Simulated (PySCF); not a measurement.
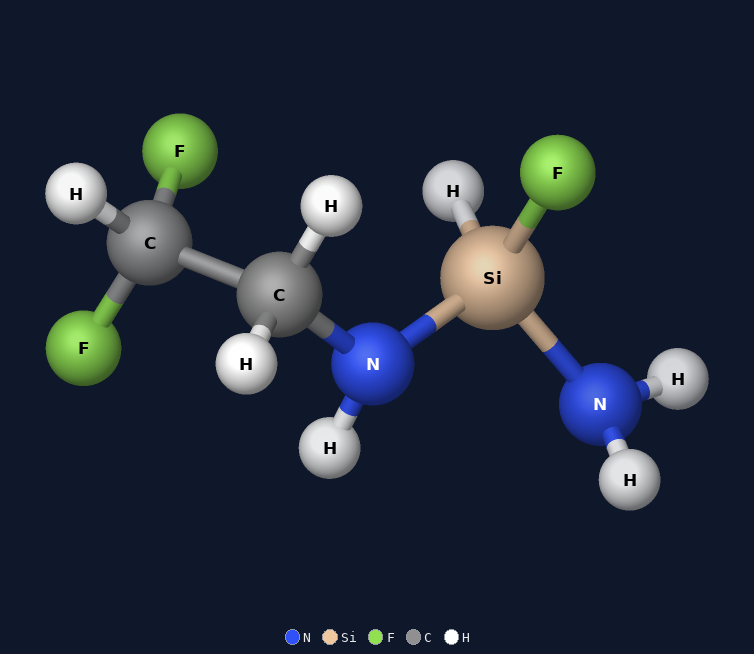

The computed structure is the end point of a GFN2-xTB optimisation. No frequency run is at hand to confirm it as a minimum. Properties computed with CAM-B3LYP/def2-SVPD, gas phase (PySCF 2.14.0). Excitations: vertical, linear response.

Computed properties:

The species is C2H7F3N2Si (`N[Si@H](F)NCC(F)F`).
- dipole moment: 1.72 D
- HOMO energy (Kohn–Sham orbital): −8.88 eV
- LUMO energy (Kohn–Sham orbital): 1.14 eV
- HOMO–LUMO gap: 10.02 eV
- mean static polarisability: 66.0 bohr³
- lowest vertical singlet excitation: 6.95 eV
- its oscillator strength: 0.019
- brightest of the 8 lowest singlets: 7.93 eV
- its oscillator strength: 0.10

The geometry is semi-empirical. Around Si such bond lengths and angles can be off by a tenth of an ångström or more and by several degrees, and values that hang on the shape move with them.
